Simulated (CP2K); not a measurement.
# doublet [SiCNClF2]+ at 3 levels

Wanted: a comparison of 3 runs (UB3LYP/6-31G*, GFN2-xTB, PM6) of doublet [SiCNClF2]+. 

Program for the calculation: CP2K 2026.2.

3 further runs of the same task are left out: 3 that didn't finish.

**1. Starting point**

The species is [SiCNClF2]+ (6 atoms), meant as a doublet with charge +1. As SMILES of the parent species, `N#C[Si](F)(F)Cl`. The shape is that of a PBE0-D4/def2-TZVP optimisation. That shape belongs to the parent species and isn't relaxed for this state.

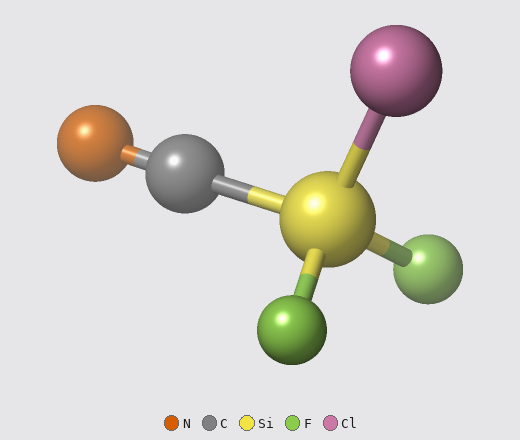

The structure, seen from a chosen angle (nitrogen orange, carbon grey, silicon yellow, fluorine green, chlorine pink).

**2. The energy at UB3LYP/6-31G(d) (spherical functions) (run 1)**

File run.inp:

```
&GLOBAL
 PROJECT run
 RUN_TYPE ENERGY
 PRINT_LEVEL MEDIUM
&END GLOBAL
&FORCE_EVAL
 METHOD Quickstep
 &DFT
  BASIS_SET_FILE_NAME ./6_31gs.basis
  POTENTIAL_FILE_NAME POTENTIAL
  CHARGE 1
  MULTIPLICITY 2
  LSD T
  # Quickstep
  &QS
   METHOD GAPW
   EPS_DEFAULT 1.0E-10
  &END QS
  &MGRID
   CUTOFF 280
   REL_CUTOFF 50
   NGRIDS 4
  &END MGRID
  &POISSON
   PERIODIC NONE
   POISSON_SOLVER MULTIPOLE
  &END POISSON
  &SCF
   SCF_GUESS ATOMIC
   EPS_SCF 1.0E-05
   MAX_SCF 40
   &OT ON
    MINIMIZER CG
    PRECONDITIONER FULL_ALL
   &END OT
   &OUTER_SCF
    EPS_SCF 1.0E-05
    MAX_SCF 5
   &END OUTER_SCF
  &END SCF
  &XC
   &XC_FUNCTIONAL
    &HYB_GGA_XC_B3LYP
    &END HYB_GGA_XC_B3LYP
   &END XC_FUNCTIONAL
   # exact exchange
   &HF
    FRACTION 0.2
    &SCREENING
     EPS_SCHWARZ 1.0E-10
     SCREEN_ON_INITIAL_P F
    &END SCREENING
    &INTERACTION_POTENTIAL
     POTENTIAL_TYPE COULOMB
    &END INTERACTION_POTENTIAL
    &MEMORY
     MAX_MEMORY 1050
    &END MEMORY
   &END HF
  &END XC
  # extra output
  &PRINT
   &MOMENTS
    PERIODIC F
    REFERENCE COM
    MAX_MOMENT 1
   &END MOMENTS
   &MO_CUBES
    NLUMO 2
    NHOMO -1
    WRITE_CUBE F
   &END MO_CUBES
   &LOWDIN ON
   &END LOWDIN
   &HIRSHFELD OFF
   &END HIRSHFELD
  &END PRINT
 &END DFT
 # atoms, cell and kinds
 &SUBSYS
  # vacuum box
  &CELL
   ABC [angstrom] 10.4 9.8 9.8
   PERIODIC NONE
  &END CELL
  &COORD
   SCALED T
   N    0.66410096   0.35948469   0.64063265
   C    0.57801442   0.40876020   0.58579592
   Si   0.44104327   0.48896429   0.50107143
   F    0.33589904   0.37702551   0.47684694
   F    0.48738942   0.54432143   0.35936735
   Cl   0.37137981   0.64051531   0.61573469
  &END COORD
  &KIND N
   BASIS_SET 6-31Gs
   POTENTIAL ALL
   LEBEDEV_GRID 194
   RADIAL_GRID 100
  &END KIND
  &KIND C
   BASIS_SET 6-31Gs
   POTENTIAL ALL
   LEBEDEV_GRID 194
   RADIAL_GRID 100
  &END KIND
  &KIND Si
   BASIS_SET 6-31Gs
   POTENTIAL ALL
   LEBEDEV_GRID 194
   RADIAL_GRID 100
  &END KIND
  &KIND F
   BASIS_SET 6-31Gs
   POTENTIAL ALL
   LEBEDEV_GRID 194
   RADIAL_GRID 100
  &END KIND
  &KIND Cl
   BASIS_SET 6-31Gs
   POTENTIAL ALL
   LEBEDEV_GRID 194
   RADIAL_GRID 100
  &END KIND
 &END SUBSYS
&END FORCE_EVAL
```

Run with:

```bash
$ OMP_NUM_THREADS=1 cp2k.psmp -i run.inp > run.out 2>&1
```

What it wrote:

```text
CP2K| version string:                                       CP2K version 2026.2
[...]
 GLOBAL| Method name                                                        CP2K
[...]
 GLOBAL| Run type                                                         ENERGY
[...]
 DFT| Spin unrestricted (spin-polarized) Kohn-Sham calculation               UKS
 DFT| Multiplicity                                                             2
[...]
 DFT| Charge                                                                   1
[...]
 FUNCTIONAL| HYB_GGA_XC_B3LYP:
[...]
 QS| Method:                                                                GAPW
[...]
 QS| Density cutoff [a.u.]:                                                140.0
[...]
 QS| Relative density cutoff [a.u.]:                                        25.0
[...]
                             - Atoms:                                          6
[...]
                             - Spherical basis functions:                     92
[...]
 Number of electrons:                                                         31
[...]
     1 OT CG       0.15E+00   10.4     0.24358533      -970.7407026503 -9.71E+02
[...]
    36 OT CG       0.29E+00    3.0     0.00000876     -1041.9202817378 -1.05E-07
  *** SCF run converged in    36 steps ***
[...]
  Overlap energy of the core charge distribution:               0.00003113016890
  Self energy of the core charge distribution:               -610.54193637326898
  Core Hamiltonian energy:                                   -451.75933977455793
  Hartree energy:                                              95.95761916534039
  Exchange-correlation energy:                                -16.70439080082570
  Hartree-Fock Exchange energy:                               -15.91346981301954
[...]
                     Mulliken Population Analysis
 #  Atom  Element  Kind  Atomic population (alpha,beta) Net charge  Spin moment
       1     N        1         3.674105     3.312770     0.013124     0.361335
       2     C        2         2.969045     2.840316     0.190639     0.128728
       3     Si       3         6.436439     6.471304     1.092257    -0.034865
       4     F        4         4.645069     4.637209    -0.282279     0.007860
       5     F        4         4.645323     4.637218    -0.282541     0.008105
       6     Cl       5         8.630019     8.101181     0.268800     0.528837
 # Total charge and spin       31.000000    30.000000     1.000000     1.000000
[...]
  Dipole moment [Debye]
    X=  0.4393183E+00 Y=  0.1279430E+01 Z=  0.2419917E+01  Total=      2.7723523
[...]
 HOMO - LUMO gap [eV] :    1.558075
 ENERGY| Total FORCE_EVAL ( QS ) energy [hartree]          -1041.920281737806590
[...]
```

It took 5.6 min on 1 thread of Arm Neoverse V1, shared host; peak memory 0.71 GiB.

**3. The energy at GFN2-xTB (run 2)**

File qs.inp:

```
&FORCE_EVAL
    METHOD QUICKSTEP
    &DFT
        CHARGE 1
        MULTIPLICITY 2
        UKS T
        &QS
            METHOD XTB
            EPS_DEFAULT 1.0E-10
            &XTB
                GFN_TYPE TBLITE
                &TBLITE
                    METHOD GFN2
                &END TBLITE
                CHECK_ATOMIC_CHARGES F
            &END XTB
        &END QS
        &POISSON
            PERIODIC NONE
            POISSON_SOLVER ANALYTIC
        &END POISSON
        &SCF
            SCF_GUESS ATOMIC
            EPS_SCF 1.0E-06
            MAX_SCF 150
            ADDED_MOS 4
            &DIAGONALIZATION
                ALGORITHM STANDARD
            &END DIAGONALIZATION
            &MIXING
                METHOD DIRECT_P_MIXING
                ALPHA 0.4
            &END MIXING
            &SMEAR ON
                METHOD FERMI_DIRAC
                ELECTRONIC_TEMPERATURE [K] 300
                FIXED_MAGNETIC_MOMENT 1.0
            &END SMEAR
        &END SCF
        &PRINT
            &MOMENTS
                PERIODIC F
                REFERENCE COM
                MAX_MOMENT 1
            &END MOMENTS
            &MO ON
                ENERGIES T
                OCCUPATION_NUMBERS T
                NDIGITS 6
                &EACH
                    QS_SCF 0
                &END EACH
                ADD_LAST NUMERIC
            &END MO
            &HIRSHFELD OFF
            &END HIRSHFELD
        &END PRINT
    &END DFT
    &SUBSYS
        &CELL
            ABC 13.4 12.8 12.8
            PERIODIC NONE
        &END CELL
        &COORD
            UNIT bohr
            N      3.6384787    -2.0639589     2.0359909
            C      1.9466069    -1.1514101     1.0204521
            Si    -0.7453080     0.3339146    -0.5485875
            F     -2.8117235    -1.7391150    -0.9972085
            F      0.1655400     1.3590910    -3.1728502
            Cl    -2.1144146     3.1405358     1.5748978
        &END COORD
        &TOPOLOGY
            &CENTER_COORDINATES
            &END CENTER_COORDINATES
        &END TOPOLOGY
    &END SUBSYS
&END FORCE_EVAL
&GLOBAL
    PROJECT qs
    RUN_TYPE ENERGY
    PRINT_LEVEL MEDIUM
&END GLOBAL
```

Run with:

```bash
$ OMP_NUM_THREADS=1 cp2k.psmp -i qs.inp > qs.out 2>&1
```

What it wrote:

```text
CP2K| version string:                                       CP2K version 2026.2
[...]
 GLOBAL| Method name                                                        CP2K
[...]
 GLOBAL| Run type                                                         ENERGY
[...]
                             - Atoms:                                          6
[...]
                             - Spherical basis functions:                     34
[...]
 Number of electrons:                                                         17
[...]
  *** SCF run converged in    25 steps ***
[...]
  Fermi energy:                                                -0.63646381185632
[...]
 TB_DIPOLE| Moment [Debye]          1.47682086       0.07189301       2.12217797
 TB_DIPOLE| Derivative [a.u.]       0.00000000       0.00000000       0.00000000
[...]
 ENERGY| Total FORCE_EVAL ( QS ) energy [hartree]            -20.328714272997836
[...]
```

It took 0.36 s on 1 thread of Arm Neoverse V1, shared host.

**4. A single-point energy at PM6 (run 3)**

File molecule.xyz:

```xyz
6

N      1.925400    -1.092200     1.077400
C      1.030100    -0.609300     0.540000
Si    -0.394400     0.176700    -0.290300
F     -1.487900    -0.920300    -0.527700
F      0.087600     0.719200    -1.679000
Cl    -1.118900     1.661900     0.833400
```

File run.inp:

```
&FORCE_EVAL
    METHOD QUICKSTEP
    &DFT
        CHARGE 1
        MULTIPLICITY 2
        SPIN_POLARIZED T
        &QS
            METHOD PM6
            EPS_DEFAULT 1.0E-10
            &SE
                &COULOMB
                    CUTOFF [angstrom] 50
                    RC_RANGE [angstrom] 0
                &END COULOMB
                &EXCHANGE
                    CUTOFF [angstrom] 50
                    RC_RANGE [angstrom] 0
                &END EXCHANGE
            &END SE
        &END QS
        &POISSON
            PERIODIC NONE
            POISSON_SOLVER ANALYTIC
        &END POISSON
        &SCF
            SCF_GUESS ATOMIC
            EPS_SCF 1.0E-07
            MAX_SCF 100
            ADDED_MOS 8
            &DIAGONALIZATION
                ALGORITHM STANDARD
            &END DIAGONALIZATION
            &MIXING
                METHOD DIRECT_P_MIXING
                ALPHA 0.4
            &END MIXING
        &END SCF
        &PRINT
            &MOMENTS
                PERIODIC F
                REFERENCE COM
                MAX_MOMENT 1
            &END MOMENTS
            &MO ON
                ENERGIES T
                OCCUPATION_NUMBERS T
                NDIGITS 6
                &EACH
                    QS_SCF 0
                &END EACH
                ADD_LAST NUMERIC
            &END MO
            &HIRSHFELD OFF
            &END HIRSHFELD
        &END PRINT
    &END DFT
    &SUBSYS
        &CELL
            ABC 11.4 10.8 10.8
            PERIODIC NONE
        &END CELL
        &TOPOLOGY
            COORD_FILE_NAME molecule.xyz
            COORD_FILE_FORMAT XYZ
            &CENTER_COORDINATES
            &END CENTER_COORDINATES
        &END TOPOLOGY
    &END SUBSYS
&END FORCE_EVAL
&GLOBAL
    PROJECT run
    RUN_TYPE ENERGY
    PRINT_LEVEL MEDIUM
&END GLOBAL
```

Run with:

```bash
$ OMP_NUM_THREADS=1 cp2k.psmp run.inp > run.out
```

What it wrote:

```text
CP2K| version string:                                       CP2K version 2026.2
[...]
 GLOBAL| Method name                                                        CP2K
[...]
 GLOBAL| Run type                                                         ENERGY
[...]
                             - Atoms:                                          6
[...]
                             - Spherical basis functions:                     34
[...]
 Number of electrons:                                                         17
[...]
     1 P_Mix/Diag. 0.40E+00    0.0     0.43232882       -52.6156286643 -5.26E+01
[...]
    30 DIIS/Diag.  0.49E-07    0.0     0.00000007       -57.5120564369 -1.14E-13
  *** SCF run converged in    30 steps ***
  Core-core repulsion energy [eV]:                           2307.16185586877054
  Core Hamiltonian energy [eV]:                             -2557.47780846632259
  Two-electron integral energy [eV]:                        -2629.33338297557520
  Electronic energy [eV]:                                   -3872.14449995410996
  Total energy [eV]:                                        -1564.98264408533964
  Atomic reference energy [eV]:                              1567.71212647392213
  Heat of formation [kcal/mol]:                                62.94336416521939
[...]
 SE_DIPOLE| Moment [Debye]         -5.59503065       3.05251906      -3.30799306
 SE_DIPOLE| Derivative [a.u.]       0.00000000       0.00000000       0.00000000
 ENERGY| Total FORCE_EVAL ( QS ) energy [hartree]            -57.512056436933975
[...]
```

Wall time 0.36 s (1 thread of Arm Neoverse V1, shared host).

**5. The series**

```
run                                level  scheme  SCF convergence threshold   energy (Eh)  HOMO energy (eV)  LUMO energy (eV)  wall time
  1  UB3LYP/6-31G* (spherical functions)    GAPW                      1e-05  -1041.920282            -16.69            -15.13    5.6 min
  2                             GFN2-xTB       –                      1e-06    -20.328714            -19.08            -18.96     0.36 s
  3                                  PM6       –                      1e-07    -57.512056            -16.41            -11.08     0.36 s
```

**6. Summary of results**

| quantity | value |
| --- | --- |
| run 3: total energy | -57.51206 Eh |
| run 3: HOMO energy (highest over α and β) | -16.41 eV |
| run 3: LUMO energy (lowest over α and β) | -11.08 eV |
| run 3: heat of formation | 62.9 kcal/mol |

Force-field and semi-empirical energies have zeros of their own, so their totals don't compare. All runs together took 5.7 min, the longest 5.6 min.
